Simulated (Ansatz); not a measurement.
# CH4GeOSe: a ladder of functionals and wavefunction methods

Aim: compute CH4GeOSe with functionals from several rungs and with coupled cluster. The yardstick is the atomisation energy at the CCSD(T) limit.

Program: Ansatz 0.2.0, Gaussian basis. Level of theory: functionals in def2-TZVPP, the program's frozen cores in correlated methods. These are calculated values, not measurements.

The runs, in order: PBE-D4, r2SCAN-D4, PBE0-D4, B3LYP-D4, ωB97X-V, ωB97M-V, B2PLYP; CCSD(T)/def2-TZVPP; MP2/def2-QZVPP; extrapolation to the limit.

### Step 1. The relaxed structure

The geometry comes from an earlier relaxation with PBE0-D4 in a triple-zeta def2 set; it is a stationary point, not always the lowest conformer.

SMILES `O=[CH][GeH2][SeH]`, 8 atoms, charge 0, spin multiplicity 1.

Atoms are counted from 1 here; the program's logs count them from 0.

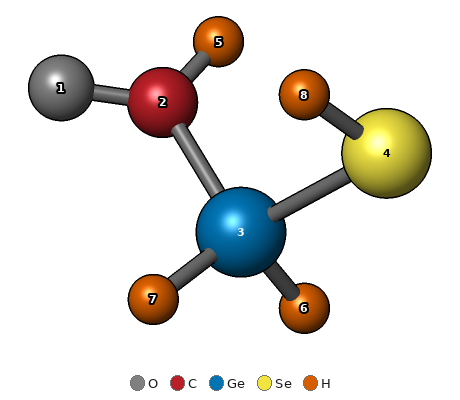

The geometry (oxygen grey, carbon red, germanium blue, selenium yellow, hydrogen orange); atoms are numbered from 1 in the order of the file.

### Step 2. PBE-D4 (GGA)

in.yaml

```yaml
crystal:
  periodic: [false, false, false]
  atoms:
    - {symbol: O, position_ang: [0.332652, 1.085501, -2.047339]}
    - {symbol: C, position_ang: [-0.399334, 0.664209, -1.198027]}
    - {symbol: Ge, position_ang: [0.210568, 0.333893, 0.686898]}
    - {symbol: Se, position_ang: [-0.323252, -1.896972, 1.225651]}
    - {symbol: H, position_ang: [-1.456339, 0.399990, -1.434687]}
    - {symbol: H, position_ang: [-0.611597, 1.176483, 1.674809]}
    - {symbol: H, position_ang: [1.714587, 0.614310, 0.796147]}
    - {symbol: H, position_ang: [0.624915, -2.434614, 0.240747]}
basis:
  gaussian: {orbitals: def2-TZVPP}
hamiltonian: {xc: pbe, dispersion: d4}
output: {forces: true, orbitals: {seedname: orbitals}}
```

Run with:

```
ansatz run in.yaml --threads 4 --pin off --events-out ev --progress --plain --max-ram 10444MiB
```

The runs that follow: r2SCAN-D4 (meta-GGA); PBE0-D4 (hybrid); B3LYP-D4 (hybrid); ωB97X-V (range-separated); ωB97M-V (range-separated); B2PLYP (double hybrid); CCSD(T) in def2-TZVPP; MP2 in def2-QZVPP.

Q: Predict the results of all the runs planned. Wanted: atomisation energy, CCSD(T)/CBS; farthest; mean size of error, hybrid; mean size of error, range-separated; gap, smallest and largest; T1 diagnostic; triples share of the correlation energy.

As calculated:

| quantity | value |
| --- | --- |
| atomisation energy, CCSD(T)/CBS | 2589.1 kJ/mol |
| functionals within 25.9 kJ/mol (1.0 %) | r2SCAN-D4, PBE0-D4, B3LYP-D4, ωB97X-V, ωB97M-V |
| farthest | PBE-D4 (+54.3 kJ/mol) |
| mean size of error, hybrid | 20.2 kJ/mol |
| mean size of error, range-separated | 13.5 kJ/mol |
| gap, smallest and largest | 2.75 eV (PBE-D4), 9.71 eV (ωB97X-V) |
| T1 diagnostic | 0.0125 |
| triples share of the correlation energy | 3.9 % |

**Reading.** PBE-D4 misses by +54.3 kJ/mol. Double hybrids carry the basis error of their MP2 part in triple zeta, and no dispersion term here, so their miss is partly the set-up's. Misses under about 25.9 kJ/mol are within the doubt on the reference itself, which lacks core-valence correlation, relativity and higher excitations, and its outer-core shells are covered unevenly. All levels share the lack of spin-orbit coupling, which lowers the free heavy atoms and so the true binding. Hartree-Fock recovers 67 % of the binding; the rest is correlation. Orbital gaps span 2.8 to 9.7 eV; exact exchange widens them. Correlated methods include outer-core shells of Ge, Se, which these sets cover unevenly.
